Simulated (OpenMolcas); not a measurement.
**Eu³⁺ complex: multiconfigurational calculation (part 2 of 2)**

The same run, continued: Eu³⁺ with 8 ligands (F; cube, 2.423 Å), embedded in SrF2 by model potentials and point charges, whose field is part of the energies. Method: state-averaged CASSCF, active space 6 electrons in the shell 4f, basis ANO-RCC-VDZP on the metal and ANO-RCC-VDZP on the ligands, DKH2 scalar Hamiltonian, spin-orbit coupling by RASSI with atomic mean-field integrals (OpenMolcas).

### The program's output (extracts), continued
```
--- RASSI ---
SPIN-FREE ENERGIES:
  (Shifted by EMIN (a.u.) =     -11633.5223183707)

 SF State       Relative EMIN(au)   Rel lowest level(eV)    D:o, cm**(-1)

     1             0.0000000000        0.0000000000              0.0000
     2             0.0029063543        0.0790859283            637.8710
     3             0.0029063543        0.0790859283            637.8710
     4             0.0029063543        0.0790859283            637.8710
     5             0.0033659431        0.0915919789            738.7391
     6             0.0033659431        0.0915919789            738.7391
     7             0.0033659431        0.0915919789            738.7391
     8             0.1126032569        3.0640907162          24713.5583
     9             0.1126032569        3.0640907162          24713.5583
    10             0.1129980235        3.0748328617          24800.1995
    11             0.1129980235        3.0748328617          24800.1995
    12             0.1129980235        3.0748328617          24800.1995
    13             0.1273027850        3.4640852527          27939.7318
    14             0.1273027850        3.4640852527          27939.7318
    15             0.1273857745        3.4663435125          27957.9459
    16             0.1273857745        3.4663435125          27957.9459
    17             0.1273857745        3.4663435125          27957.9459
    18             0.1276050259        3.4723096464          28006.0660
    19             0.1291320395        3.5138618025          28341.2068
    20             0.1291320395        3.5138618025          28341.2068
    21             0.1291320395        3.5138618025          28341.2068
    22             0.1293698386        3.5203326459          28393.3976
    23             0.1293698386        3.5203326459          28393.3976
    24             0.1293698386        3.5203326459          28393.3976
    25             0.1296860164        3.5289362832          28462.7906
    26             0.1296860164        3.5289362832          28462.7906
    27             0.1296860164        3.5289362832          28462.7906
    28             0.1296953401        3.5291899945          28464.8370
    29             0.1296953401        3.5291899945          28464.8370
    30             0.1343444566        3.6556988989          29485.2001
    31             0.1343444566        3.6556988989          29485.2001
    32             0.1343444566        3.6556988989          29485.2001
    33             0.1344806618        3.6594052319          29515.0937
    34             0.1344806618        3.6594052319          29515.0937
    35             0.1349559294        3.6723379214          29619.4029
    36             0.1349559294        3.6723379214          29619.4029
    37             0.1349559294        3.6723379214          29619.4029
    38             0.1358000181        3.6953067446          29804.6589
    39             0.1543039115        4.1988233364          33865.7941
    40             0.1543039115        4.1988233364          33865.7941
Eigenvalues of complex Hamiltonian:
   -----------------------------------
  (Shifted by EMIN (a.u.) =     -11633.5223183707)

 SO State       Relative EMIN(au)   Rel lowest level(eV)    D:o, cm**(-1)

     1            -0.0150244145        0.0000000000              0.0000
     2            -0.0134596016        0.0425807274            343.4367
     3            -0.0134596017        0.0425807267            343.4367
     4            -0.0134596017        0.0425807263            343.4367
     5            -0.0108687911        0.1130802741            912.0539
     6            -0.0108687911        0.1130802738            912.0539
     7            -0.0108687911        0.1130802740            912.0539
     8            -0.0100048377        0.1365896428           1101.6698
     9            -0.0100048377        0.1365896429           1101.6698
    10            -0.0066065226        0.2290625082           1847.5137
    11            -0.0066065226        0.2290625085           1847.5137
    12            -0.0066065226        0.2290625083           1847.5137
    13            -0.0065398101        0.2308778469           1862.1554
    14            -0.0065398101        0.2308778468           1862.1554
    15            -0.0065398101        0.2308778468           1862.1554
    16            -0.0059896839        0.2458475429           1982.8942
    17            -0.0031889399        0.3220596707           2597.5864
    18            -0.0020081562        0.3541904316           2856.7385
    19            -0.0020081563        0.3541904305           2856.7385
    20            -0.0020081562        0.3541904312           2856.7385
    21            -0.0015315462        0.3671596517           2961.3423
    22            -0.0015315462        0.3671596521           2961.3423
    23            -0.0015315462        0.3671596519           2961.3423
    24            -0.0011818302        0.3766759089           3038.0961
    25            -0.0011818302        0.3766759089           3038.0961
    26             0.0027554515        0.4838148019           3902.2295
    27             0.0027554515        0.4838148020           3902.2295
    28             0.0027554515        0.4838148019           3902.2295
    29             0.0033778678        0.5007516120           4038.8341
    30             0.0033778678        0.5007516126           4038.8341
    31             0.0033778678        0.5007516124           4038.8341
    32             0.0038113924        0.5125484176           4133.9818
    33             0.0038113924        0.5125484176           4133.9818
    34             0.0038347811        0.5131848551           4139.1150
    35             0.0038347811        0.5131848550           4139.1150
    36             0.0038347811        0.5131848550           4139.1150
    37             0.0087112882        0.6458813729           5209.3846
    38             0.0088088334        0.6485357149           5230.7933
    39             0.0088088335        0.6485357159           5230.7933
    40             0.0088088334        0.6485357153           5230.7933
    41             0.0088362280        0.6492811593           5236.8057
Weights of the five most important spin-orbit-free states for each spin-orbit state.

 SO State  Total energy (au)           Spin-free states, spin, and weights
 -------------------------------------------------------------------------------------------------------
    1        -0.015024       1 3.0  0.1939    5 3.0  0.1300    6 3.0  0.1300    7 3.0  0.1300    2 3.0  0.1239
    2        -0.013460       7 3.0  0.2780    1 3.0  0.2108    4 3.0  0.1404    3 3.0  0.1261    2 3.0  0.0929
    3        -0.013460       1 3.0  0.2108    6 3.0  0.2044    2 3.0  0.1778    3 3.0  0.1013    5 3.0  0.0963
    4        -0.013460       5 3.0  0.2713    1 3.0  0.2108    4 3.0  0.1387    3 3.0  0.1320    6 3.0  0.0981
    5        -0.010869       1 3.0  0.3675    7 3.0  0.2305    6 3.0  0.1101    4 3.0  0.0970    2 3.0  0.0792
    6        -0.010869       1 3.0  0.3675    5 3.0  0.1951    6 3.0  0.1798    4 3.0  0.0708    2 3.0  0.0642
    7        -0.010869       1 3.0  0.3675    5 3.0  0.1454    7 3.0  0.1444    6 3.0  0.1287    3 3.0  0.1244
    8        -0.010005       2 3.0  0.2339    3 3.0  0.2039    4 3.0  0.2012    5 3.0  0.1301    7 3.0  0.1299
    9        -0.010005       4 3.0  0.2248    3 3.0  0.2221    2 3.0  0.1921    6 3.0  0.1488    7 3.0  0.0923
   10        -0.006607       1 3.0  0.2421    3 3.0  0.1789    6 3.0  0.1421    5 3.0  0.1412    2 3.0  0.1006
   11        -0.006607       1 3.0  0.2421    3 3.0  0.1521    6 3.0  0.1419    7 3.0  0.1413    4 3.0  0.1157
   12        -0.006607       1 3.0  0.2421    2 3.0  0.1671    4 3.0  0.1639    7 3.0  0.1420    5 3.0  0.1420
```

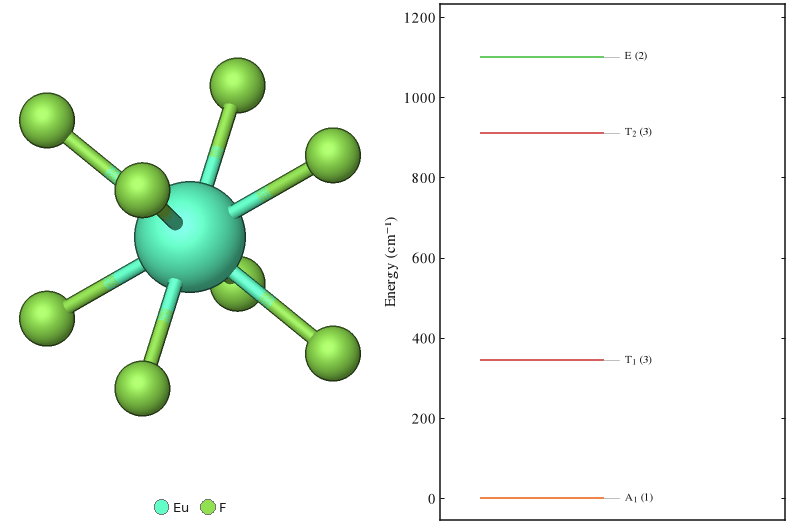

Eu³⁺ (4f⁶) as a dopant in SrF₂, a cluster with its 8 nearest F⁻ at 2.423 Å (cube) embedded in model potentials and point charges; the geometry was set, not optimised, and its levels. Labels give the representation in O, Td, D4 or D3 as the site allows (double group for half-integer spin) where it could be assigned and, in brackets, the degeneracy; spin-free states, where drawn, share the zero of the spin-orbit levels. The ground level is A₁, non-degenerate, 96 % from states of spin multiplicity 7 (of the 140 states of multiplicity 5, 77 enter the spin-orbit step). The next level lies at 343 cm⁻¹ (T₁). The active orbitals hold 99 to 100 % metal character (Löwdin), and the Mulliken charge of the metal is +2.49.

### Input file
```
&GATEWAY
Basis set
Eu.ANO-RCC-VDZP.
Eu1 0.0 0.0 0.0 Angstrom
End of basis
Basis set
F.ANO-RCC-VDZP.
L1 1.398920 1.398920 1.398920 Angstrom
L2 1.398920 1.398920 -1.398920 Angstrom
L3 1.398920 -1.398920 1.398920 Angstrom
L4 1.398920 -1.398920 -1.398920 Angstrom
End of basis
Basis set
Sr.EMB-AIMP.Pascual.0s.0s.ECP.SrF2.
PseudoCharge
* 21 symmetry-unique lattice sites within 7.6 angstrom
End of basis
Basis set
F.EMB-AIMP.Pascual.0s.0s.ECP.SrF2.
PseudoCharge
* 40 symmetry-unique lattice sites within 7.6 angstrom
End of basis
Symmetry
XYZ
AngMom=0.0 0.0 0.0
AMFI
RICD
XField
1348 Angstrom 0
* Evjen-weighted lattice charges
&SEWARD
&RASSCF
FileOrb=start.orb
Symmetry=1
Spin=7
nActEl=6 0 0
Inactive=35 32
Ras2=0 7
CIRoot=7 7 1
SDav=7
CIMx=300
Iter=150 100
PrWF=0.3
OrbListing=Nothing
MaxOrb=0
LevShft=1.0
>>> COPY $Project.JobIph JOB001
&RASSCF
FileOrb=start.orb
Symmetry=1
Spin=5
nActEl=6 0 0
Inactive=35 32
Ras2=0 7
CIRoot=140 140 1
SDav=140
CIMx=300
Iter=150 100
PrWF=0.3
OrbListing=Nothing
MaxOrb=0
CIOnly
LevShft=1.0
>>> COPY $Project.JobIph JOB002
&RASSCF
FileOrb=start.orb
Symmetry=1
Spin=3
nActEl=6 0 0
Inactive=35 32
Ras2=0 7
CIRoot=162 162 1
SDav=588
CIMx=300
Iter=150 100
PrWF=0.3
OrbListing=Nothing
MaxOrb=0
CIOnly
LevShft=1.0
>>> COPY $Project.JobIph JOB003
&RASSI
NrOfJobIphs=2 7 77
1 2 3 4 5 6 7
1 2 3 4 5 6 7 8 9 10 11 12 13 14 15 16 17 18 19 20 21 22 23 24 25 26 27
28 29 30 31 32 33 34 35 36 37 38 39 40 41 42 43 44 45 46 47 48 49 50 51
52 53 54 55 56 57 58 59 60 61 62 63 64 65 66 67 68 69 70 71 72 73 74 75
76 77
IphNames
JOB001
JOB002
EJob
SpinOrbit
DIPRint=1.0
SOCoupling=1000.0
Subsets=2
Property=9
'ANGMOM' 1 'ANGMOM' 2 'ANGMOM' 3 'MLTPL  1' 1 'MLTPL  1' 2 'MLTPL  1' 3
'AMFI' 1 'AMFI' 2 'AMFI' 3
SOProperty=3
'ANGMOM' 1 'ANGMOM' 2 'ANGMOM' 3
```

The file start.orb holds starting orbitals from an earlier step. A driver script formed the levels outside the program, from RASSI's spin-orbit matrix and the active-space energies, averaged over the components of each term or state.

Run as:
```bash
OMP_NUM_THREADS=1 MOLCAS_MEM=2457 MOLCAS_PROJECT=a pymolcas a.inp > a.log  # once for each step of the input, in one work folder
```

### Key numbers

| quantity | value |
| --- | --- |
| outcome | converged |
| energy of the lowest spin-free term | −11633.52232 hartree |
| energy of the lowest spin-orbit level | −11633.53734 hartree |
| largest spread among components of a term | 0.0 cm⁻¹ |
| hardware | 1 thread of Arm Neoverse V2, 24 GiB of memory available, shared host |
| wall time | 1.8 min |
| peak memory | 0.6 GiB |

### Remarks

Without dynamic correlation the splittings between terms come out too large, often by 20 to 50 %. Caveats: high states of lower spin left out of the spin-orbit mixing; the geometry is set by hand, with no relaxation; spin-free states above about 45,000 cm⁻¹ are left out of the spin-orbit step.
